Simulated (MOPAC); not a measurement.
# Run report: C4H3F3, frequency calculation (part 1 of 3)

System: C4H3F3.
Method: MNDO, closed shell (MOPAC 23.2.5).

The geometry was optimised with MNDO.

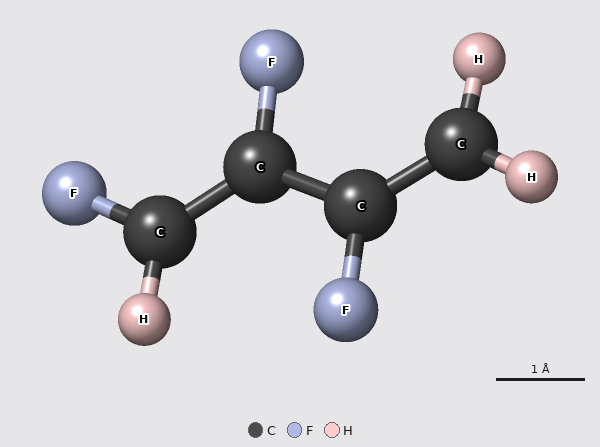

Fig. 1: The structure (ball-and-stick view, seen at a tilt).

## Input (mol.mop)
```
MNDO FORCE THERMO(298,398,100) THREADS=1 AUX(PRECISION=6)
C4H3F3 charge 0
C=C(F)C(F)=CF
C      0.882845 +1    -0.396267 +1    -1.674539 +1
C      0.015957 +1    -0.464942 +1    -0.626885 +1
F     -0.936089 +1    -1.395782 +1    -0.629223 +1
C      0.017352 +1     0.431385 +1     0.579249 +1
F      0.984060 +1     1.340123 +1     0.615432 +1
C     -0.894825 +1     0.366555 +1     1.611630 +1
F     -0.844088 +1     1.181212 +1     2.646767 +1
H      0.834531 +1    -1.074836 +1    -2.524735 +1
H      1.682887 +1     0.336605 +1    -1.739494 +1
H     -1.718096 +1    -0.357264 +1     1.647871 +1
```

Machine: 1 thread of Arm Neoverse V1, 24 GiB of memory available, shared host.

Run as:
```bash
mopac mol.mop
```

## The program's output
```
MOPAC v23.2.5
MNDO CALCULATION RESULTS

 *  MNDO       - The MNDO Hamiltonian to be used
 *  FORCE      - FORCE CALCULATION SPECIFIED
 *  THREADS=1  - MULTI-THREADING NOT USED
 *  AUX        - OUTPUT AUXILIARY INFORMATION
 *  THERMO     - THERMODYNAMIC QUANTITIES TO BE CALCULATED
MNDO FORCE THERMO(298,398,100) THREADS=1 AUX(PRECISION=6)
 C4H3F3 charge 0
 C=C(F)C(F)=CF
   ATOM   CHEMICAL          X               Y               Z
  NUMBER   SYMBOL      (ANGSTROMS)     (ANGSTROMS)     (ANGSTROMS)

     1       C          0.88284500  *  -0.39626700  *  -1.67453900  *
     2       C          0.01595700  *  -0.46494200  *  -0.62688500  *
     3       F         -0.93608900  *  -1.39578200  *  -0.62922300  *
     4       C          0.01735200  *   0.43138500  *   0.57924900  *
     5       F          0.98406000  *   1.34012300  *   0.61543200  *
     6       C         -0.89482500  *   0.36655500  *   1.61163000  *
     7       F         -0.84408800  *   1.18121200  *   2.64676700  *
     8       H          0.83453100  *  -1.07483600  *  -2.52473500  *
     9       H          1.68288700  *   0.33660500  *  -1.73949400  *
    10       H         -1.71809600  *  -0.35726400  *   1.64787100  *

          CARTESIAN COORDINATES

    NO.       ATOM           X           Y           Z

     1         C          0.8828     -0.3963     -1.6745
     2         C          0.0160     -0.4649     -0.6269
     3         F         -0.9361     -1.3958     -0.6292
     4         C          0.0174      0.4314      0.5792
     5         F          0.9841      1.3401      0.6154
     6         C         -0.8948      0.3666      1.6116
     7         F         -0.8441      1.1812      2.6468
     8         H          0.8345     -1.0748     -2.5247
     9         H          1.6829      0.3366     -1.7395
    10         H         -1.7181     -0.3573      1.6479

           Empirical Formula: C4 H3 F3  =    10 atoms

      MOLECULAR POINT GROUP   :   Cs

      RHF CALCULATION, NO. OF DOUBLY OCCUPIED LEVELS = 20

          HEAT OF FORMATION =    -108.488395 KCALS/MOLE

          CARTESIAN COORDINATE DERIVATIVES

   NUMBER  ATOM         X            Y            Z

     1       C      0.012365     0.021459     0.029343
     2       C      0.014653     0.107898    -0.043183
     3       F     -0.027653    -0.044212    -0.041367
     4       C      0.044130     0.000744     0.007604
     5       F     -0.031492    -0.063160    -0.050781
     6       C     -0.025155     0.103352     0.000092
     7       F      0.027588    -0.059025     0.016521
     8       H      0.015487    -0.019853     0.011982
     9       H     -0.016593    -0.020782     0.031733
    10       H     -0.013330    -0.026422     0.038055

 DIPOLE           X         Y         Z       TOTAL
 POINT-CHG.    -0.959     1.360    -0.065     1.665
 HYBRID        -0.030     0.056    -0.000     0.064
 SUM           -0.989     1.416    -0.065     1.729

          GRADIENT NORM =   0.22325

          MOLECULAR WEIGHT =  108.06

          ROTATIONAL CONSTANTS IN CM(-1)

          A =    0.16033990   B =    0.05914348   C =    0.04321255

           PRINCIPAL MOMENTS OF INERTIA IN UNITS OF 10**(-40)*GRAM-CM**2

          A =      174.5838   B =      473.3024   C =      647.7922

          ORIENTATION OF MOLECULE IN FORCE CALCULATION

    NO.       ATOM         X         Y         Z

     1          C      -2.2323    0.8882    0.0043
     2          C      -0.8708    0.8882    0.0043
     3          F      -0.2195    2.0495    0.0043
     4          C       0.0112   -0.3285    0.0043
     5          F      -0.6223   -1.4942    0.0431
     6          C       1.3896   -0.3039   -0.0333
     7          F       2.1127   -1.4061   -0.0314
     8          H      -2.8215    1.8038    0.0047
     9          H      -2.8286   -0.0205    0.0041
    10          H       1.9782    0.6210   -0.0666

    FIRST DERIVATIVES WILL BE USED IN THE CALCULATION OF SECOND DERIVATIVES

          ESTIMATED TIME TO COMPLETE CALCULATION =        0.23 SECONDS

    FOR POINT-GROUP Cs   THERE ARE   2 UNIQUE SYMMETRY FUNCTIONS.

 STEP:   1 TIME =     0.00 SECS, INTEGRAL =      0.00 TIME LEFT: 172799.99
 STEP:   2 TIME =     0.00 SECS, INTEGRAL =      0.01 TIME LEFT: 172799.99
 STEP:   3 TIME =     0.01 SECS, INTEGRAL =      0.02 TIME LEFT: 172799.98
 STEP:   4 TIME =     0.00 SECS, INTEGRAL =      0.02 TIME LEFT: 172799.98
 STEP:   5 TIME =     0.00 SECS, INTEGRAL =      0.02 TIME LEFT: 172799.97
 STEP:   6 TIME =     0.00 SECS, INTEGRAL =      0.03 TIME LEFT: 172799.97
 STEP:   7 TIME =     0.00 SECS, INTEGRAL =      0.03 TIME LEFT: 172799.96
 STEP:   8 TIME =     0.00 SECS, INTEGRAL =      0.04 TIME LEFT: 172799.96
 STEP:   9 TIME =     0.00 SECS, INTEGRAL =      0.04 TIME LEFT: 172799.96
 STEP:  10 TIME =     0.00 SECS, INTEGRAL =      0.04 TIME LEFT: 172799.95
 STEP:  11 TIME =     0.00 SECS, INTEGRAL =      0.05 TIME LEFT: 172799.95
 STEP:  12 TIME =     0.00 SECS, INTEGRAL =      0.05 TIME LEFT: 172799.95
 STEP:  13 TIME =     0.00 SECS, INTEGRAL =      0.05 TIME LEFT: 172799.94
 STEP:  14 TIME =     0.00 SECS, INTEGRAL =      0.06 TIME LEFT: 172799.94
 STEP:  15 TIME =     0.00 SECS, INTEGRAL =      0.06 TIME LEFT: 172799.93
 STEP:  16 TIME =     0.00 SECS, INTEGRAL =      0.07 TIME LEFT: 172799.93
 STEP:  17 TIME =     0.00 SECS, INTEGRAL =      0.07 TIME LEFT: 172799.93
 STEP:  18 TIME =     0.01 SECS, INTEGRAL =      0.08 TIME LEFT: 172799.92
 STEP:  19 TIME =     0.00 SECS, INTEGRAL =      0.08 TIME LEFT: 172799.91
 STEP:  20 TIME =     0.00 SECS, INTEGRAL =      0.09 TIME LEFT: 172799.91
 STEP:  21 TIME =     0.00 SECS, INTEGRAL =      0.09 TIME LEFT: 172799.91
 STEP:  22 TIME =     0.00 SECS, INTEGRAL =      0.09 TIME LEFT: 172799.90
 STEP:  23 TIME =     0.00 SECS, INTEGRAL =      0.10 TIME LEFT: 172799.90
 STEP:  24 TIME =     0.00 SECS, INTEGRAL =      0.10 TIME LEFT: 172799.89
 STEP:  25 TIME =     0.00 SECS, INTEGRAL =      0.11 TIME LEFT: 172799.89
 STEP:  26 TIME =     0.00 SECS, INTEGRAL =      0.11 TIME LEFT: 172799.89
 STEP:  27 TIME =     0.00 SECS, INTEGRAL =      0.11 TIME LEFT: 172799.88
 STEP:  28 TIME =     0.00 SECS, INTEGRAL =      0.12 TIME LEFT: 172799.88
 STEP:  29 TIME =     0.00 SECS, INTEGRAL =      0.12 TIME LEFT: 172799.88
 STEP:  30 TIME =     0.00 SECS, INTEGRAL =      0.12 TIME LEFT: 172799.87

(To convert to Hartree/Bohr^2, multiply by (10^(-21) x N x a0^2)/(4.184 x 627.51) =  0.0642)

           FORCE MATRIX IN MILLIDYNES/ANGSTROM

                  C  1       C  2       F  3       C  4       F  5       C  6
 ------------------------------------------------------------------------------
     C    1  17.852753
     C    2   8.693321  20.643858
     F    3   1.527715  10.266038  12.278619
     C    4   0.830120   4.389873   1.175955  20.724842
     F    5   0.111666   1.156478   0.136219  10.555620  12.529303
     C    6   0.060751   0.831772   0.115243   7.841221   1.516729  20.817174
     F    7   0.019772   0.168738   0.013977   1.499038   0.139356  11.001755
     H    8   5.833316   0.678612   0.074907   0.124776   0.008111   0.014222
     H    9   5.888586   0.633439   0.170753   0.040502   0.058587   0.010465
     H   10   0.004220   0.043229   0.062248   0.577270   0.145896   5.531567

                  F  7       H  8       H  9       H 10
 ------------------------------------------------------
     F    7  12.832053
     H    8   0.013200   6.529083
     H    9   0.009780   0.560946   6.571989
     H   10   1.060179   0.001349   0.001675   6.447226

          HEAT OF FORMATION =    -108.488395 KCALS/MOLE

          ZERO POINT ENERGY      42.782 KCAL/MOL

         NOTE: SYSTEM IS NOT A GROUND STATE, THEREFORE ZERO POINT
         ENERGY IS NOT MEANINGFULL. ZERO POINT ENERGY PRINTED
         DOES NOT INCLUDE THE  1 IMAGINARY FREQUENCIES

           NORMAL COORDINATE ANALYSIS (Total motion = 1 Angstrom)

   Root No.       1         2         3         4         5         6         7         8

                 1 A"      2 A"      1 A'      2 A'      3 A'      3 A"      4 A'      4 A"

                 -40.7     202.6     220.6     349.1     431.9     471.9     526.9     628.0

           1   -0.0022    0.0009   -0.0097   -0.0440   -0.0371   -0.0005    0.0956    0.0001
           2   -0.0011    0.0004    0.0824    0.0977    0.1178   -0.0002    0.0046    0.0001
           3   -0.1344    0.0537   -0.0006   -0.0013   -0.0000   -0.0299   -0.0013    0.0074
           4   -0.0002   -0.0005   -0.0116   -0.0448   -0.0293    0.0018    0.0847   -0.0006
           5   -0.0001   -0.0002   -0.0272   -0.0097   -0.0151    0.0009    0.0536   -0.0003
           6   -0.0140   -0.0291    0.0000    0.0002    0.0006    0.1103   -0.0018   -0.0370
           7    0.0015    0.0006    0.0764    0.0213   -0.0923   -0.0004   -0.0366    0.0005
           8    0.0008    0.0003   -0.0741   -0.0424    0.0228   -0.0002    0.1405    0.0002
           9    0.0940    0.0386   -0.0020   -0.0007    0.0008   -0.0214   -0.0008    0.0279
          10    0.0001   -0.0016   -0.0533   -0.0091    0.0216    0.0015   -0.0607   -0.0009
          11    0.0001   -0.0008   -0.0586    0.0241   -0.0142    0.0008   -0.0710   -0.0004
          12    0.0088   -0.1004    0.0016    0.0000   -0.0002    0.0930    0.0016   -0.0519
          13    0.0018   -0.0002   -0.0498    0.1767    0.0149   -0.0007    0.0179    0.0002
          14    0.0009   -0.0001   -0.0574   -0.0765   -0.0117   -0.0004   -0.1333    0.0001
          15    0.1078   -0.0114    0.0024   -0.0021    0.0004   -0.0447    0.0011    0.0116
          16   -0.0011   -0.0022   -0.0544   -0.0097    0.0354   -0.0011   -0.0750    0.0002
          17   -0.0006   -0.0011    0.0212    0.0670   -0.0664   -0.0006   -0.0275    0.0001
          18   -0.0687   -0.1357    0.0006    0.0003   -0.0003   -0.0661    0.0012    0.0102
          19   -0.0007    0.0019    0.0626   -0.1286    0.0859    0.0003   -0.0127   -0.0000
          20   -0.0003    0.0010    0.1027   -0.0109   -0.0434    0.0002    0.0208   -0.0000
          21   -0.0420    0.1151   -0.0014    0.0035   -0.0012    0.0191   -0.0002   -0.0010
          22   -0.0024    0.0028    0.0661    0.0341    0.0867   -0.0047    0.0459   -0.0060
          23   -0.0012    0.0014    0.1314    0.1488    0.2015   -0.0024   -0.0282   -0.0030
          24   -0.1453    0.1692   -0.0027   -0.0035   -0.0028   -0.2858   -0.0002   -0.3640
          25   -0.0037    0.0001   -0.0797   -0.1079   -0.1559    0.0018    0.1421    0.0070
          26   -0.0019    0.0001    0.1287    0.1406    0.1992    0.0009   -0.0265    0.0036
          27   -0.2283    0.0082    0.0009   -0.0006    0.0016    0.1114   -0.0016    0.4273
          28   -0.0026   -0.0055   -0.1296    0.0493    0.0219   -0.0036   -0.1281    0.0010
          29   -0.0013   -0.0028    0.0725    0.0232   -0.0557   -0.0018    0.0078    0.0005
          30   -0.1566   -0.3384    0.0007   -0.0003   -0.0005   -0.2182    0.0016    0.0616

   Root No.       9        10        11        12        13        14        15        16

                 5 A'      5 A"      6 A"      6 A'      7 A'      7 A"      8 A'      9 A'

                 677.8     727.5     931.0     991.3    1083.0    1099.2    1366.0    1455.6

           1   -0.0843   -0.0005    0.0000   -0.0542    0.0478   -0.0017    0.0381   -0.0039
           2   -0.0106   -0.0002    0.0000    0.0413    0.0868   -0.0009   -0.0081    0.0068
           3    0.0007   -0.0285    0.0010    0.0007   -0.0012   -0.1038   -0.0000   -0.0002
           4   -0.0702    0.0033   -0.0002   -0.0245    0.0177    0.0005   -0.0179    0.0323
           5    0.0886    0.0017   -0.0001    0.0268   -0.0187    0.0003    0.0283   -0.0337
           6    0.0003    0.2021   -0.0112    0.0001   -0.0001    0.0316    0.0001   -0.0003
           7    0.0636   -0.0006    0.0000    0.0133   -0.0380   -0.0000   -0.0145    0.0052
           8    0.0228   -0.0003    0.0000    0.0248   -0.0472   -0.0000   -0.0257    0.0137
           9   -0.0005   -0.0357    0.0016   -0.0010    0.0006   -0.0002   -0.0000    0.0000
          10   -0.0501   -0.0031    0.0008    0.0534   -0.0059   -0.0000   -0.0716    0.0123
          11    0.0365   -0.0016    0.0004   -0.0629    0.0075   -0.0000    0.0653   -0.0114
          12    0.0004   -0.1921    0.0491   -0.0003    0.0001   -0.0006    0.0007   -0.0001
          13    0.0423    0.0006    0.0001   -0.0529    0.0118    0.0000   -0.0159    0.0051
          14   -0.0128    0.0003    0.0000   -0.0581    0.0208    0.0000   -0.0335    0.0090
          15   -0.0015    0.0350    0.0034    0.0019    0.0001    0.0003    0.0011   -0.0004
          16   -0.0361    0.0002   -0.0025    0.1037   -0.0234    0.0000    0.0120   -0.0270
          17   -0.0695    0.0001   -0.0013    0.0767   -0.0173    0.0000    0.0333   -0.0356
          18    0.0017    0.0151   -0.1516   -0.0025    0.0003    0.0004   -0.0009    0.0009
          19    0.0582    0.0001    0.0004   -0.0114   -0.0007   -0.0000    0.0214   -0.0115
          20   -0.0226    0.0000    0.0002   -0.0114    0.0045    0.0000   -0.0065    0.0362
          21   -0.0003    0.0048    0.0262    0.0003   -0.0002   -0.0000   -0.0007   -0.0000
          22   -0.2479   -0.0017    0.0002   -0.2470   -0.2607    0.0071    0.1475   -0.2240
          23   -0.1219   -0.0009    0.0001   -0.0912   -0.1323    0.0036    0.0611   -0.1311
          24    0.0045   -0.1021    0.0125    0.0048    0.0056    0.4370   -0.0024    0.0046
          25    0.0688   -0.0026    0.0001    0.1068    0.3814    0.0070    0.1004   -0.1856
          26   -0.1176   -0.0013    0.0000   -0.0739   -0.1470    0.0035   -0.0422    0.1163
          27   -0.0016   -0.1608    0.0034   -0.0006   -0.0044    0.4255   -0.0003    0.0017
          28   -0.0472    0.0037    0.0121    0.1649   -0.0461   -0.0000    0.3906    0.2690
          29   -0.0582    0.0019    0.0062    0.0326   -0.0020   -0.0000   -0.1974   -0.2121
          30    0.0024    0.2235    0.7398   -0.0035    0.0002   -0.0004   -0.0056   -0.0023

   Root No.      17        18        19        20        21        22        23        24

                10 A'     11 A'     12 A'     13 A'     14 A'     15 A'     16 A'     17 A'

                1505.6    1615.0    1703.2    1835.0    1884.3    3376.4    3406.5    3438.1

           1   -0.0508    0.0910   -0.0298   -0.1970   -0.0224   -0.0004    0.0080   -0.0432
           2    0.0015   -0.0219    0.0086   -0.0089   -0.0054   -0.0002   -0.0626   -0.0122
           3    0.0007   -0.0009    0.0006    0.0029    0.0006    0.0001    0.0004    0.0009
           4   -0.0160   -0.0618    0.0362    0.3070    0.0520   -0.0003   -0.0002    0.0008
           5   -0.0079    0.2103   -0.0636    0.1418    0.0119    0.0002   -0.0025   -0.0008
           6    0.0004   -0.0008   -0.0001   -0.0064   -0.0008   -0.0000    0.0000   -0.0000
           7    0.0077   -0.0425    0.0077   -0.0521   -0.0078   -0.0000    0.0005    0.0003
           8    0.0149   -0.0830    0.0064   -0.0881   -0.0046    0.0001    0.0003    0.0004
           9    0.0000    0.0008   -0.0006    0.0013    0.0005   -0.0002   -0.0001   -0.0001
          10    0.0477    0.0977    0.0609   -0.0012   -0.2732    0.0002   -0.0005    0.0001
          11   -0.0385   -0.0386    0.2339    0.0154   -0.1109   -0.0023    0.0002   -0.0000
          12   -0.0005   -0.0012   -0.0029   -0.0001    0.0053    0.0001    0.0000    0.0000
          13    0.0049   -0.0062   -0.0549   -0.0012    0.0429    0.0007   -0.0000   -0.0000
          14    0.0129   -0.0156   -0.1043   -0.0119    0.0703    0.0008    0.0001    0.0000
          15   -0.0005    0.0009    0.0022    0.0003   -0.0015    0.0002    0.0001    0.0001
          16   -0.0174    0.0215    0.0930   -0.0428    0.2811   -0.0403    0.0001    0.0000
          17   -0.0477   -0.0811   -0.1297    0.0389   -0.1309   -0.0604    0.0000    0.0004
          18    0.0008    0.0000   -0.0006    0.0006   -0.0036    0.0011   -0.0000   -0.0001
          19   -0.0199   -0.0360   -0.0422    0.0135   -0.0565   -0.0004    0.0000    0.0000
          20    0.0381    0.0525    0.0636   -0.0205    0.0788   -0.0026    0.0000   -0.0001
          21    0.0000   -0.0000    0.0001    0.0004   -0.0000    0.0000   -0.0000   -0.0000
          22    0.2192    0.0061   -0.0285    0.0068    0.0107    0.0014   -0.3156    0.1976
          23    0.1677   -0.0601    0.0053    0.1312    0.0135   -0.0023    0.4625   -0.3297
          24   -0.0050    0.0006    0.0005   -0.0018    0.0001    0.0000    0.0013   -0.0004
          25    0.2330   -0.1499    0.0180   -0.0533   -0.0050    0.0026    0.2189    0.3023
          26   -0.1774    0.1500   -0.0268   -0.0960   -0.0160    0.0042    0.3016    0.4763
          27   -0.0026    0.0020    0.0004    0.0013    0.0003    0.0002   -0.0060   -0.0088
          28    0.1211   -0.0305   -0.2134    0.0107   -0.0501    0.4757   -0.0002   -0.0022
          29   -0.1287   -0.0422    0.0829    0.0034    0.0822    0.7787   -0.0003   -0.0035
          30   -0.0006    0.0001    0.0024   -0.0001    0.0002   -0.0145   -0.0001   -0.0001

           MASS-WEIGHTED COORDINATE ANALYSIS (NORMAL COORDINATES)

   Root No.       1         2         3         4         5         6         7         8

                 1 A"      2 A"      1 A'      2 A'      3 A'      3 A"      4 A'      4 A"

                 -40.7     202.6     220.6     349.1     431.9     471.9     526.9     628.0

           1   -0.0085    0.0034   -0.0359   -0.1315   -0.1489   -0.0024    0.3016    0.0006
           2   -0.0043    0.0017    0.3048    0.2917    0.4735   -0.0012    0.0144    0.0004
           3   -0.5214    0.2061   -0.0022   -0.0040   -0.0001   -0.1453   -0.0041    0.0410
           4   -0.0009   -0.0018   -0.0428   -0.1338   -0.1178    0.0087    0.2670   -0.0034
           5   -0.0005   -0.0009   -0.1008   -0.0290   -0.0607    0.0045    0.1689   -0.0017
           6   -0.0542   -0.1118    0.0001    0.0005    0.0023    0.5353   -0.0056   -0.2057
           7    0.0075    0.0031    0.3554    0.0800   -0.4668   -0.0021   -0.1450    0.0032
           8    0.0038    0.0015   -0.3451   -0.1591    0.1153   -0.0011    0.5571    0.0016
           9    0.4589    0.1864   -0.0091   -0.0025    0.0042   -0.1304   -0.0031    0.1945
          10    0.0006   -0.0063   -0.1974   -0.0273    0.0869    0.0074   -0.1914   -0.0047
          11    0.0003   -0.0032   -0.2169    0.0720   -0.0570    0.0038   -0.2238   -0.0024
          12    0.0342   -0.3858    0.0058    0.0001   -0.0006    0.4516    0.0051   -0.2881
          13    0.0086   -0.0009   -0.2320    0.6632    0.0754   -0.0044    0.0708    0.0014
          14    0.0044   -0.0005   -0.2674   -0.2872   -0.0592   -0.0023   -0.5286    0.0007
          15    0.5259   -0.0549    0.0114   -0.0079    0.0021   -0.2727    0.0044    0.0810
          16   -0.0044   -0.0085   -0.2012   -0.0291    0.1421   -0.0052   -0.2364    0.0009
          17   -0.0022   -0.0043    0.0786    0.2000   -0.2668   -0.0027   -0.0867    0.0004
          18   -0.2664   -0.5213    0.0022    0.0009   -0.0012   -0.3210    0.0039    0.0564
          19   -0.0033    0.0091    0.2915   -0.4826    0.4341    0.0019   -0.0504   -0.0001
          20   -0.0017    0.0046    0.4781   -0.0410   -0.2193    0.0010    0.0826   -0.0001
          21   -0.2052    0.5559   -0.0066    0.0132   -0.0061    0.1163   -0.0007   -0.0067
          22   -0.0027    0.0031    0.0709    0.0295    0.1009   -0.0066    0.0420   -0.0096
          23   -0.0014    0.0016    0.1409    0.1286    0.2346   -0.0033   -0.0257   -0.0049
          24   -0.1634    0.1883   -0.0029   -0.0031   -0.0033   -0.4019   -0.0002   -0.5855
          25   -0.0042    0.0001   -0.0854   -0.0933   -0.1815    0.0025    0.1298    0.0112
          26   -0.0021    0.0001    0.1379    0.1216    0.2319    0.0013   -0.0242    0.0057
          27   -0.2566    0.0092    0.0009   -0.0006    0.0019    0.1566   -0.0014    0.6873
          28   -0.0029   -0.0062   -0.1389    0.0427    0.0254   -0.0050   -0.1170    0.0016
          29   -0.0015   -0.0031    0.0777    0.0200   -0.0649   -0.0026    0.0072    0.0008
          30   -0.1760   -0.3765    0.0007   -0.0003   -0.0006   -0.3068    0.0014    0.0992

   Root No.       9        10        11        12        13        14        15        16
```
